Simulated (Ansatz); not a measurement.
# AlClH2···CH4: what the fields show

The calculation's input:

```
crystal:
  periodic: [false, false, false]
  atoms:
    - { symbol: Al, position_ang: [0.0, 0.0, 0.0] }
    - { symbol: C, position_ang: [0.0, 0.0, 2.32] }
    - { symbol: H, position_ang: [-0.9996, -0.3092, 2.6905] }
    - { symbol: H, position_ang: [0.7676, -0.7111, 2.6905] }
    - { symbol: H, position_ang: [0.232, 1.0203, 2.6905] }
    - { symbol: Cl, position_ang: [1.9312, 0.0, -1.115] }
    - { symbol: H, position_ang: [-1.351, 0.0, -0.78] }
    - { symbol: H, position_ang: [-0.2382, -1.749, 0.5865] }
    - { symbol: H, position_ang: [-0.19, -1.3947, 1.5677] }
basis:
  gaussian: { orbitals: def2-SVP }
hamiltonian:
  xc: pbe
  dispersion: d4
relax:
  f_tol: 0.15
  max_steps: 25
  restrain:
    - { distance: [0, 7], at: 1.56, k: 30.0 }
    - { distance: [8, 1], at: 1.11, k: 30.0 }
    - { distance: [0, 1], at: 3.17, k: 30.0 }
    - { distance: [8, 7], at: 1.86, k: 30.0 }
output:
  orbitals: {}
```

Run with:

```sh
ansatz run input.yaml --threads 1 --pin off --max-ram 2048MiB --backend cpu --events-out ev --progress --plain --runs-dir out
```

The fields are those of the run's last geometry, not of the input's.

Not at a stationary point (largest force 0.5 eV/Å).

All numbers below come from Ansatz, RKS PBE-D4/def2-SVP.

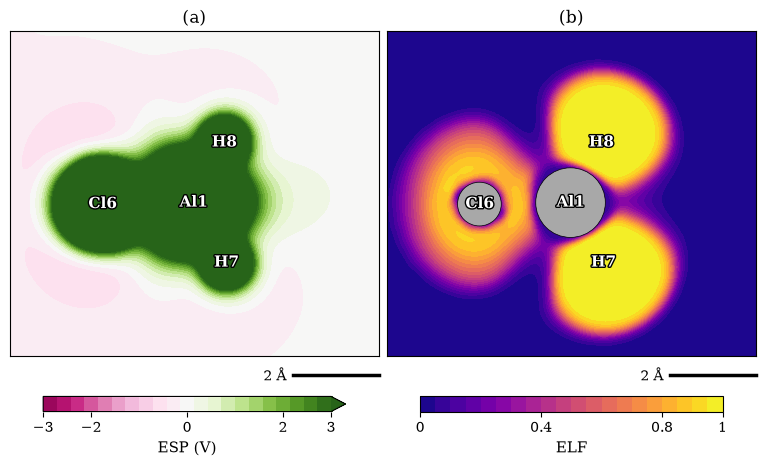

Figure 1. (a) molecular electrostatic potential; (b) electron localisation function on the plane of atoms H7, Al1 and H8. Grey discs cover the atomic cores in the ELF map.

### Describe what can be read from this map.

The plane passes through Al, Cl and H nuclei. Al–Cl (2.12 Å): the ELF peaks at about 0.85 in the valence shell of Cl, 0.9 Å from its nucleus, and is about 0.80 at the midpoint. Al–H (1.57 Å): the ELF climbs to about 1 towards the hydrogen. The ELF also peaks beside Cl6, away from the bonds: lone-pair regions. Outside the dense part of the complex the potential is most negative (−0.6 V) near Cl6.

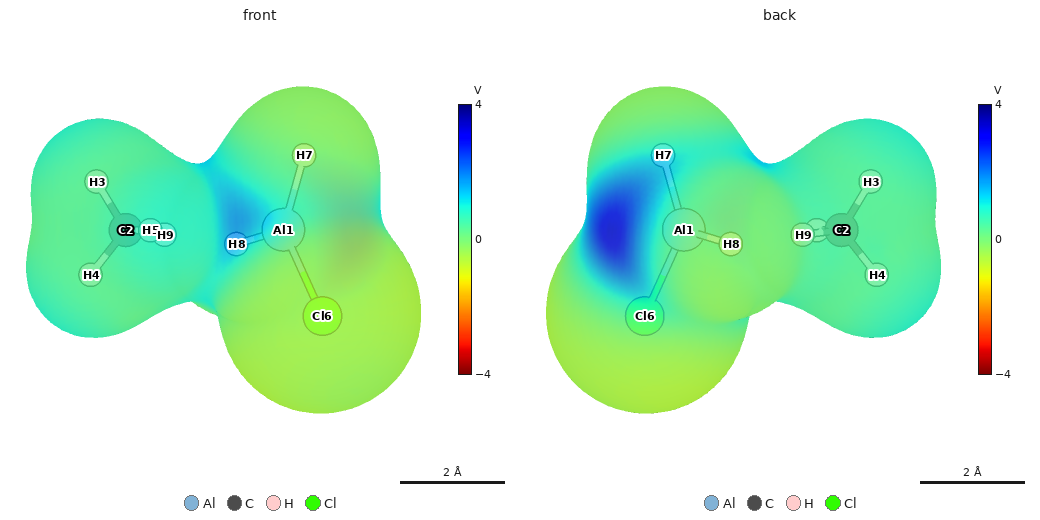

Figure 2. The electrostatic potential painted on the density surface at 0.002 e/bohr³, seen from the front and from behind; red is negative and blue positive.

### Where is the surface potential most negative and most positive?

The most negative region (about −0.6 V) lies over Cl6, the most positive (about +3.1 V) over Al1.

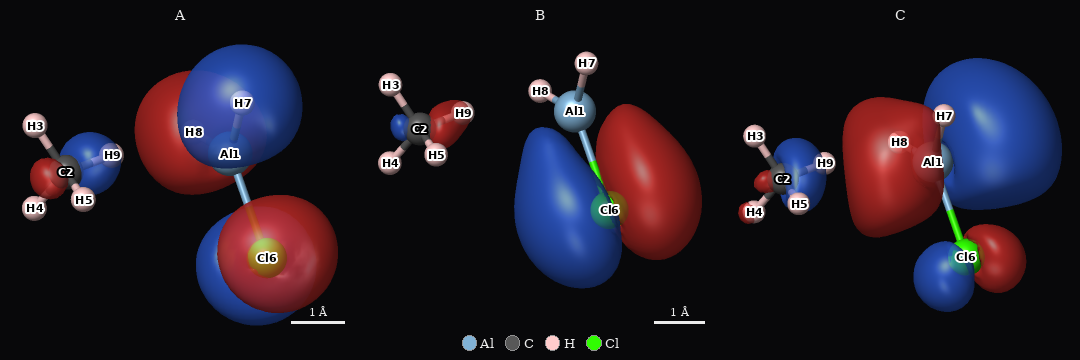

Figure 3. Three frontier orbitals at ±0.08 Å⁻³ᐟ² (blue and red are the two phases), in no order.

### Order the three orbitals by energy and name them.

B is the HOMO−1 (−7.78 eV). By Hirshfeld shares it lies mainly on Cl6 (about 90 %); largely a lone pair of Cl6. A is the HOMO (−7.01 eV). By Hirshfeld shares it lies mainly on Cl6 (about 40 %), H8 (about 20 %), Al1 (about 20 %) and H7 (about 15 %). C is the LUMO (−1.94 eV). By Hirshfeld shares it lies mainly on Al1 (about 70 %) and Cl6 (about 10 %).

### What is the HOMO–LUMO gap?

5.07 eV between the orbital energies.
